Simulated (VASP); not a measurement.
Band structure of GaAs (relaxed from the layer:h-BN structure). These are r2SCAN meta-GGA, VASP's PBE PAW potentials (set 64) (plane waves; VASP) values and carry that method's errors.

The cell holds a wide vacuum, so values per volume refer to the whole cell.

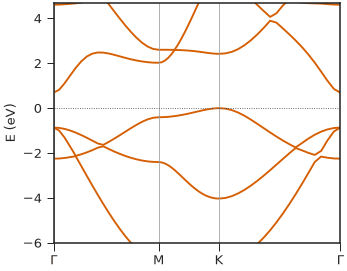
Fig. 1. Bands along high-symmetry lines, zero at the valence-band maximum or, without a gap, the Fermi level

**Question.** Read the plot: is there a gap, and where are the band edges?

**Answer.** The gap is indirect, 0.69 eV, from the valence maximum at K to the conduction minimum at Γ.

The cell is a sheet with vacuum, built from a generated structure.
